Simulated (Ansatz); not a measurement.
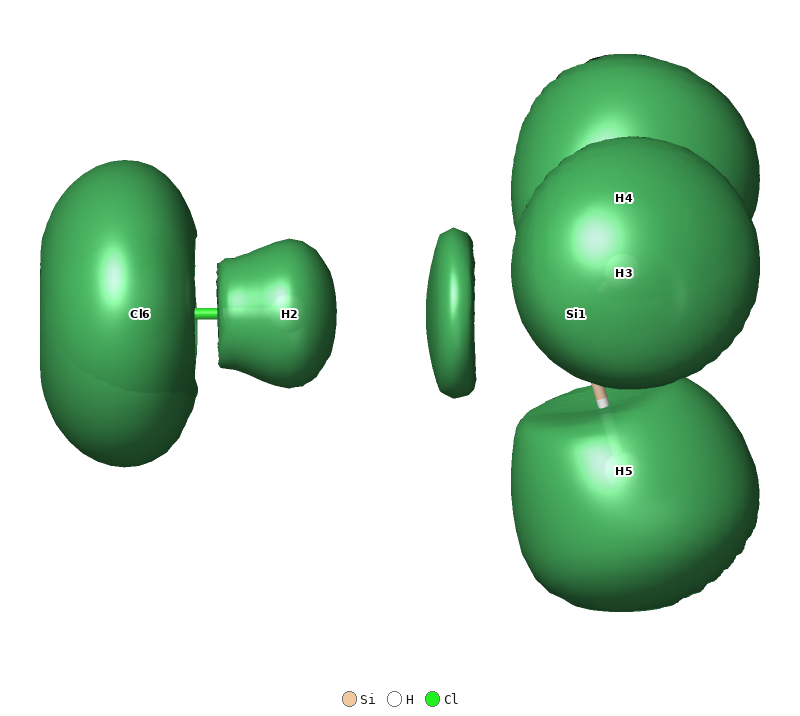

Figure 1: H$_{3}$Si···HCl (doublet). Isosurface of the electron localisation function at 0.8 (green), seen from one side. Only the valence region is drawn (cores and ρ < 0.01 e/Å³ removed).

Computed with Ansatz, UKS PBE0-D4/def2-SVP.

Input file:

```
crystal:
  periodic: [false, false, false]
  atoms:
    - { symbol: Si, position_ang: [0.000355, 0.0, -0.30908] }
    - { symbol: H, position_ang: [-0.001022, 0.0, 2.348903] }
    - { symbol: H, position_ang: [1.442346, 0.0, -0.697257] }
    - { symbol: H, position_ang: [-0.720506, 1.248748, -0.697713] }
    - { symbol: H, position_ang: [-0.720506, -1.248748, -0.697713] }
    - { symbol: Cl, position_ang: [0.000732, 0.0, 3.684259] }
magnetization:
  spin_polarized: true
  initial_magnetization: 1
basis:
  gaussian: { orbitals: def2-SVP }
hamiltonian:
  xc: pbe0
  dispersion: d4
relax:
  f_tol: 0.03
  max_steps: 50
output:
  orbitals: {}
```

Run with:

```sh
ansatz run input.yaml --threads 2 --pin off --max-ram 3072MiB --backend cpu --events-out ev --progress --plain --runs-dir out
```

The fields are those of the relaxed geometry.

> Where are the electrons localised?

The surface consists of four regions around hydrogen nuclei, one lobe on Si, pointing away from the bonds (non-bonding electrons) and one region wrapped around Cl (its lone pairs, merged into a ring or cap).

Values along the shortest contacts:
Si1···H2 (2.53 Å): the ELF climbs to about 1 towards the hydrogen, as it does in any bond to H. Cl–H (1.30 Å): the ELF climbs to about 1 towards the hydrogen.
